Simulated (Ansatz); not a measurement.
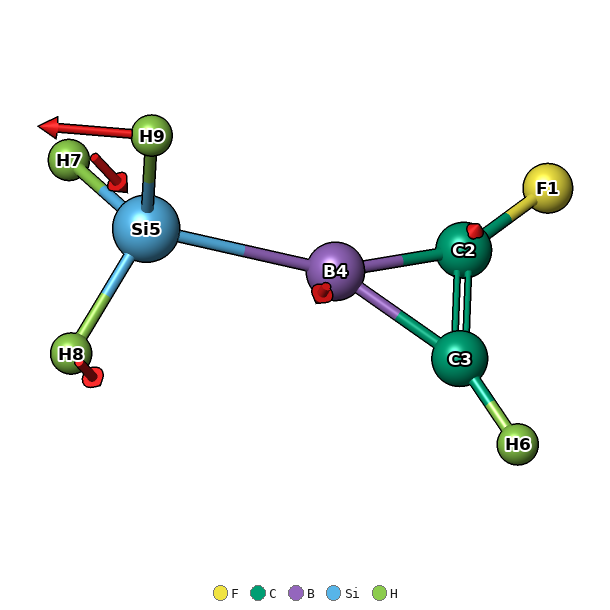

The arrows show one normal mode. Harmonic vibrations computed with RKS PBE0-D4/def2-TZVP (Ansatz 0.2.0) at a stationary point of the same level.

> Describe the motion.

Mostly B–Si–H bending.

> Estimate its harmonic wavenumber.

631 cm⁻¹; it is mode 8 of 21 counted from the lowest.
